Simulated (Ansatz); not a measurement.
# SrO under a change: O on a Sr site (antisite)

Base system: a 16-atom supercell of SrO in the rock salt structure (space group Fm-3m, No. 225; a = 5.1599 Å) at its relaxed geometry.

It is then changed as follows: one Sr atom is replaced by O, atoms relaxed at fixed cell, starting from a slightly rattled geometry.

Calculations: Ansatz (a program for electronic structure), r2SCAN, PAW, cutoff 500 eV, no spin-orbit coupling. Γ-centred 4×4×4 mesh, Fermi–Dirac width 0.01 eV.

| quantity | base | changed | shift |
|---|---|---|---|
| largest displacement of a host atom from its site in the perfect cell | – | 0.18 Å | – |
| shift of the substituted atom off its lattice site | – | 0.85 Å | – |

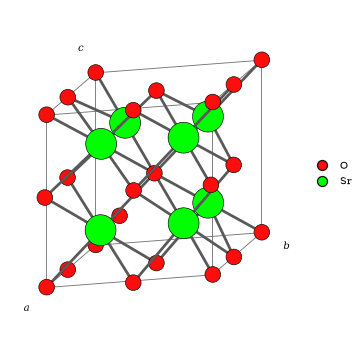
Fig. 1. The relaxed cell after the change

Other magnetic orders, which the real material may have, were not ruled out. The cell is small, so the values are those of an ordered compound at a high defect concentration; dilute-limit values will differ. The defect cell is spin-polarised and ends with 4.0 μB.
